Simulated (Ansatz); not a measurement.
Fields on a plane of Cu (fcc, Cu type)

```
Cu
1.0
    0.00000     1.78838     1.78838
    1.78838     0.00000     1.78838
    1.78838     1.78838     0.00000
Cu
1
Cartesian
  0.00000   0.00000   0.00000
```

The slice is a {100} plane (indices of the conventional cell) through the point (0.000, 0.000, 0.000) (fractional), spanned by u = [100] and v = [0 1 -1] in vectors of this cell: u (2.53 Å) and v (2.53 Å, at 90° to u). It covers one period; positions are fractions (u, v).

Atoms on it: Cu at (0.00, 0.00).

Calculation: r2SCAN (plane waves to 500 eV, PAW, scalar-relativistic; Ansatz, a quantum-chemistry and plane-wave program). k mesh 22×22×22. Inside the PAW spheres the values are not all-electron values, and peaks at nuclei hang on which shells count as valence. Cu is run without spin polarisation. Cu was relaxed with its symmetry unable to fall.

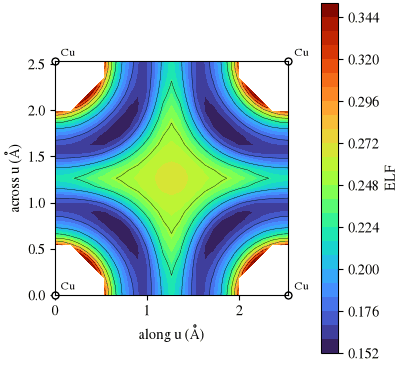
Fig. 1. Electron localisation function (ELF), one period of the plane, atoms marked. Points within 0.5 Å of a nucleus are left white, as the pseudised field means little there.

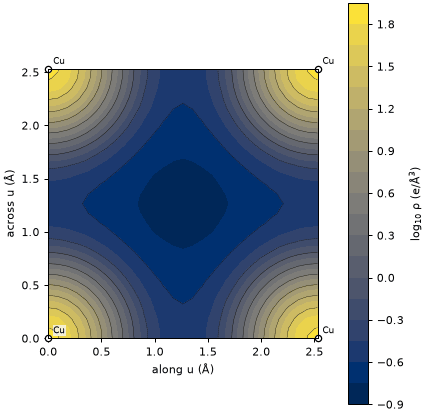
Figure: Log₁₀ of the valence density in e/Å³, one period of the plane, atoms marked. The scale is logarithmic, as a density can span decades between atoms and voids.

Density on the Cu–Cu line (2.53 Å) at its midpoint: 0.28 e/Å³
ELF at that point: 0.22
